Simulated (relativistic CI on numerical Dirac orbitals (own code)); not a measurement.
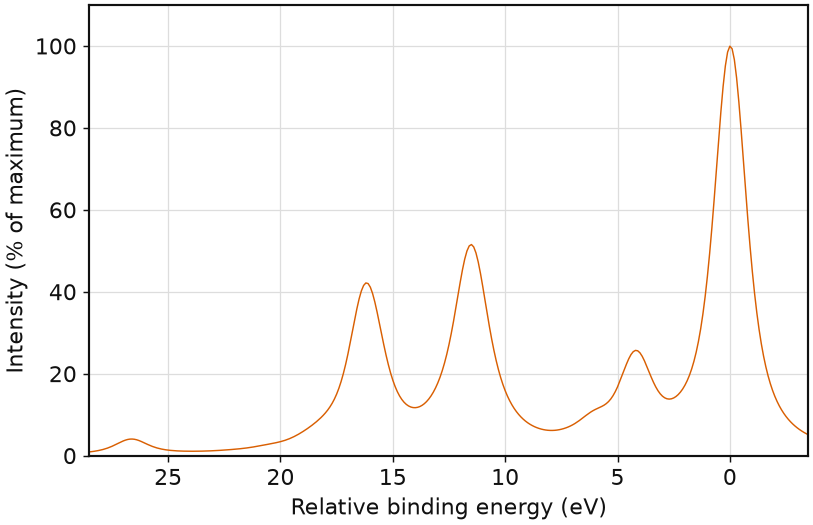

3s photoemission of nominal Fe⁴⁺ (d⁴) with U_dd = 5.7, U_pd = 8.5, 10Dq = 1.1 (ligand 0.9), V(eg) = 1.25, V(t2g) = −0.61 eV, final-state hopping scaled by 1. Charge-transfer multiplet model of a cubic metal–ligand cluster, up to 2 ligand holes (L), atomic integrals computed for Dirac–Coulomb–Breit ions and scaled by 0.8, 20 K, Voigt broadening (Lorentzian 1.4 eV, Gaussian 0.8 eV). Energies are counted from the highest peak in the lower part of the range.

**Estimate the charge-transfer energy Δ and the make-up of the ground state.**

Δ = −0.8 eV, below U_dd, on the charge-transfer side of the Zaanen–Sawatzky–Allen scheme. The ground state is 12 % d⁴, 82 % d⁵L and 6 % d⁶L², with 4.94 d electrons and S = 2.00. The main maxima lie at 0.0 eV (100), 4.2 eV (26), 11.5 eV (52) and 16.2 eV (42), heights in % of the largest.

Note: exchange splitting of an s hole is too large without intra-shell correlation.
